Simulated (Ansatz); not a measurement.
# Calculations on BNH₃F₃

## 1. Relaxation

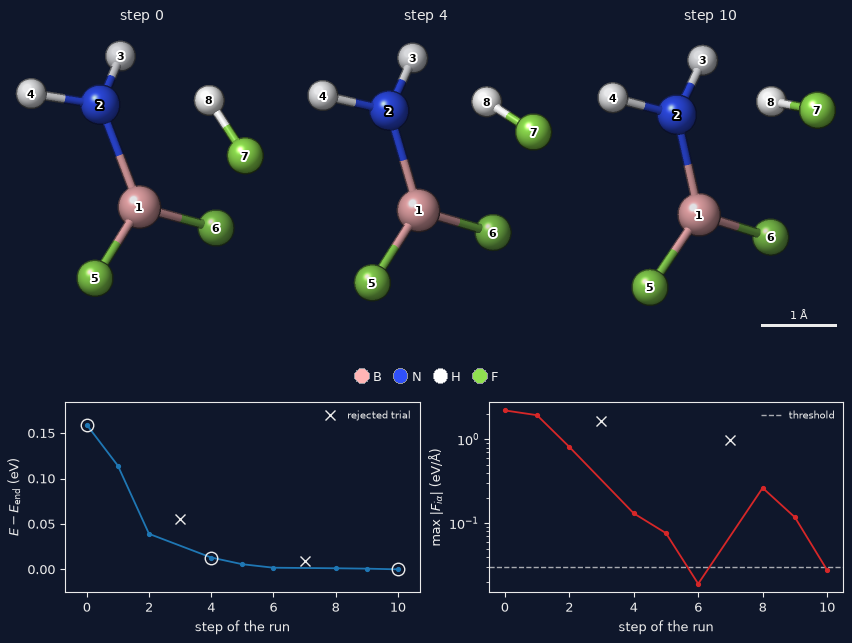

Frames of a relaxation of BNH3F3, marked on the history of the run. A ball-and-stick model, seen from a free direction.

The run prepares an end point of a later path (reaction) calculation, from a guessed geometry.

The calculation used Ansatz 0.2.0, RHF/def2-SVP.

The input:
```yaml
crystal:
  periodic: [false, false, false]
  atoms:
    - { symbol: B, position_ang: [0.020471, -0.188358, 0.263637] }
    - { symbol: "N", position_ang: [0.01633, -0.197279, 1.738157] }
    - { symbol: H, position_ang: [-0.781864, -0.558295, 2.220632] }
    - { symbol: H, position_ang: [0.879613, -0.345834, 2.220964] }
    - { symbol: F, position_ang: [1.147745, -0.076586, -0.390468] }
    - { symbol: F, position_ang: [-1.097077, -0.353969, -0.395782] }
    - { symbol: F, position_ang: [-0.28149, 2.310443, 0.479201] }
    - { symbol: H, position_ang: [-0.249226, 2.008278, 1.337359] }
basis:
  gaussian: { orbitals: def2-SVP }
hamiltonian:
  xc: hf
relax:
  f_tol: 0.03
  max_steps: 50
output:
  orbitals: {}
```

Command:
```bash
ansatz run input.yaml --threads 1 --pin off --max-ram 2048MiB --backend cpu --events-out ev --progress --plain --runs-dir out
```

**Describe the path.**

F7 moves most after the best rigid fit: 0.71 Å. By element the largest moves are F 0.71 Å, H 0.28 Å, B 0.23 Å, N 0.19 Å. Some distances before and after: B1–N2 1.475 → 1.409 Å. Over 8 accepted moves (10 points after the start) the energy falls by 0.159 eV. The largest force component goes from 2.2 to 0.028 eV/Å. The line search rejected the trial steps at points 3, 7 of the run. The forces were under the threshold at step 6, but the run went on from there. Cost: 14 s on 1 thread of Arm Neoverse V2 (shared host), peak memory 0.14 GiB. From step 0 to 4: F7 moves most (0.38 Å), energy −0.146 eV. From step 4 to 10: F7 moves most (0.32 Å), energy −0.013 eV.

| step | E − E(0), eV | largest force component, eV/Å | note |
| --- | --- | --- | --- |
| 0 | 0.0000 | 2.2197 |  |
| 1 | -0.0450 | 1.9482 |  |
| 2 | -0.1200 | 0.8171 |  |
| 3 | -0.1035 | 1.6721 | rejected |
| 4 | -0.1461 | 0.1317 |  |
| 5 | -0.1534 | 0.0764 |  |
| 6 | -0.1573 | 0.0190 |  |
| 7 | -0.1502 | 0.9738 | rejected |
| 8 | -0.1579 | 0.2646 |  |
| 9 | -0.1583 | 0.1180 |  |
| 10 | -0.1591 | 0.0277 |  |

Limits of the set-up: the start holds two separate molecules, 2.3 Å apart at their closest, whose relative position is a soft coordinate and is computed without a dispersion correction; Hartree-Fock leaves out electron correlation.

## 2. Relaxation

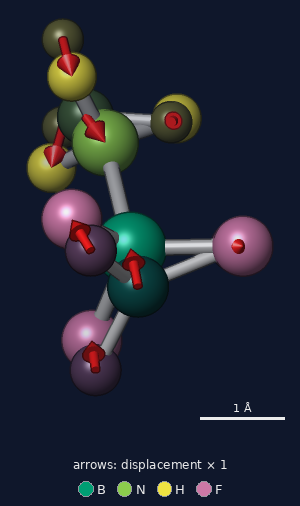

This is a relaxation of BNH₃F₃. The starting structure is drawn faded, the final one solid; red arrows show the displacements, at their true length. The two geometries are superimposed by the best rigid fit.

The picture is a ball-and-stick view, seen from a free direction.

The run prepares an end point of a later path (reaction) calculation, from a guessed geometry.

Method: Ansatz 0.2.0, RHF/def2-SVP.

Input
```yaml
crystal:
  periodic: [false, false, false]
  atoms:
    - { symbol: B, position_ang: [-0.046128, 0.431855, -0.520424] }
    - { symbol: "N", position_ang: [-0.017939, 0.055885, 2.192269] }
    - { symbol: H, position_ang: [-0.797355, -0.273455, 2.73505] }
    - { symbol: H, position_ang: [0.815998, -0.055036, 2.742604] }
    - { symbol: F, position_ang: [1.134596, -0.012352, -0.831019] }
    - { symbol: F, position_ang: [-1.108207, -0.254405, -0.819134] }
    - { symbol: F, position_ang: [-0.174838, 1.646909, -0.038367] }
    - { symbol: H, position_ang: [-0.151628, 1.058999, 2.012721] }
basis:
  gaussian: { orbitals: def2-SVP }
hamiltonian:
  xc: hf
relax:
  f_tol: 0.03
  max_steps: 50
```

Launched with:
```bash
ansatz run input.yaml --threads 1 --pin off --max-ram 2048MiB --backend cpu --events-out ev --progress --plain --runs-dir out
```

Question: What did the optimiser do to the structure, and how much energy did it gain?

Answer: H3 moves most after the best rigid fit: 0.71 Å. Largest moves by element: H 0.71 Å, B 0.60 Å, F 0.57 Å, N 0.46 Å. Near-neighbour distances that change, for instance: B1–N2 2.739 → 1.696 Å, B1–F5 1.299 → 1.355 Å, B1–F7 1.314 → 1.355 Å, N2–H8 1.028 → 1.008 Å. New bonds form, among them: B1–N2 (2.74 → 1.70 Å). Among the angles between lasting bonds that change: F5–B1–F6 120.5° → 114.3°. After 7 accepted moves (8 points after the start) the energy has fallen by 15.7 kcal/mol. The largest force component goes from 1.1 to 0.025 eV/Å. The line search rejected the trial step at point 5 of the run.

Limits of the set-up: Hartree-Fock leaves out electron correlation.

## 3. Path

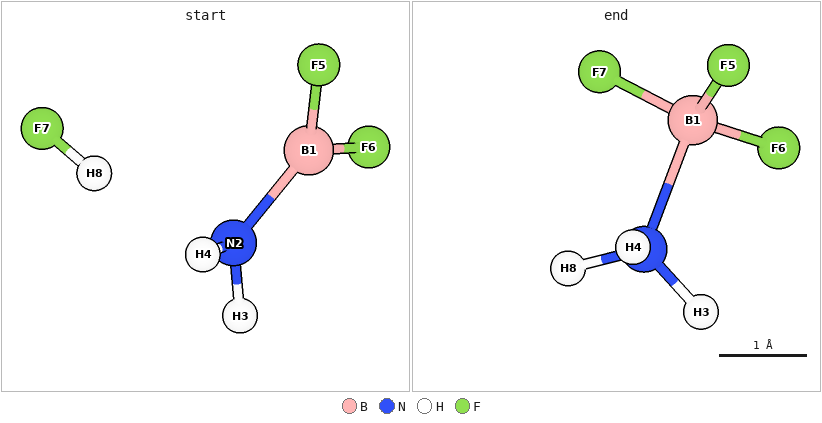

The two relaxed end points of a path for BNH3F3. A ball-and-stick model, seen at a tilt.

These are results of RHF/def2-SVP (Ansatz 0.2.0), not measurements.

Settings: 5 movable images; climbing image; force threshold 0.03 eV/Å; iteration limit 60.

Start:
```xyz
8

B     0.0487   -0.4114    0.2013
N     0.0068   -0.0972    1.5747
H    -0.8136   -0.3067    2.1084
H     0.8510   -0.1029    2.1125
F     1.1857   -0.4124   -0.4507
F    -1.0513   -0.6863   -0.4562
F    -0.3380    2.7323    1.0397
H    -0.2349    1.8830    1.3440
```

End:
```xyz
8

B    -0.0283    0.3977    0.0821
N    -0.0579    0.2532    1.7719
H    -0.7078   -0.4649    2.0499
H     0.8570    0.0110    2.1180
F     1.1391   -0.1880   -0.2789
F    -1.1352   -0.2689   -0.3257
F    -0.0714    1.7344   -0.1357
H    -0.3410    1.1241    2.1922
```

Q: What barrier does the band find between them, and by what path?

A: Forward barrier 22.4 kcal/mol, backward barrier 48.3 kcal/mol, with image 3 at the top; the reaction energy is −26.0 kcal/mol. Breaking: F7–H8 (0.91 → 1.10 at the top → 2.42 Å). Forming: B1–F7 (3.28 → 1.72 at the top → 1.36 Å), N2–H8 (2.01 → 1.33 at the top → 1.01 Å). The band is converged. At the top, the vibrational analysis gives one imaginary mode (1512i cm⁻¹), as a transition state must have.

Energies of the converged images:

| image | path (Å) | E (kcal/mol) |
| --- | --- | --- |
| 0 | 0.00 | 0.0 |
| 1 | 0.55 | 0.5 |
| 2 | 1.10 | 5.3 |
| 3 | 1.66 | 22.4 |
| 4 | 2.09 | -6.4 |
| 5 | 2.51 | -24.0 |
| 6 | 2.94 | -26.0 |

The geometry at the top of the path:

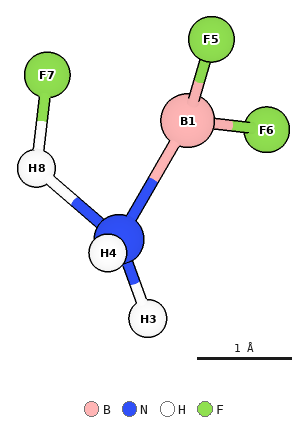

Limits of the set-up: Hartree-Fock leaves out electron correlation.

Cost: 100 s on 1 thread of Arm Neoverse V2, with other jobs on the host, peak memory 0.15 GiB.
